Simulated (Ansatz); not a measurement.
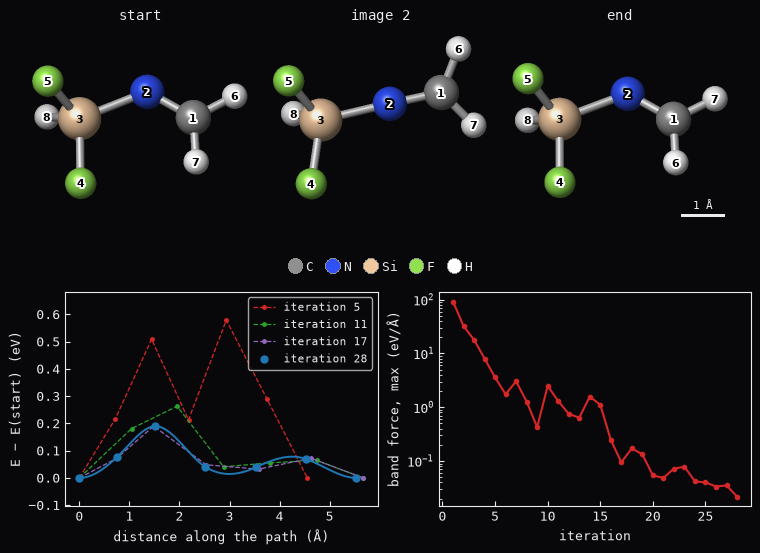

NEB run on CH3F2NSi. Images are numbered from 0 (start) to 6 (end). The plot follows the band through its iterations. Style: ball-and-stick. Shown at a tilt.

All numbers below come from RKS PBE0-D4/def2-SVP (Ansatz). Run with 5 movable images; climbing image; force threshold 0.03 eV/Å; iteration limit 60; starting path through a guess of the saddle point.

### How did the profile develop, and is the result final?

The run is converged, with reservations. The band converged in 28 iterations. The largest component of the band force went from 93 to 0.022 eV/Å. The climbing image converged on the top of the path. Its vibrational analysis gives one imaginary mode (183i cm⁻¹), as a transition state must have. The first iteration put the highest image at 19.004 eV. The two ends have the same energy, and the highest point, image 2, lies 0.190 eV above the start.

Cost: 12 min on 1 thread of Arm Neoverse N1 (shared host), peak memory 0.28 GiB.
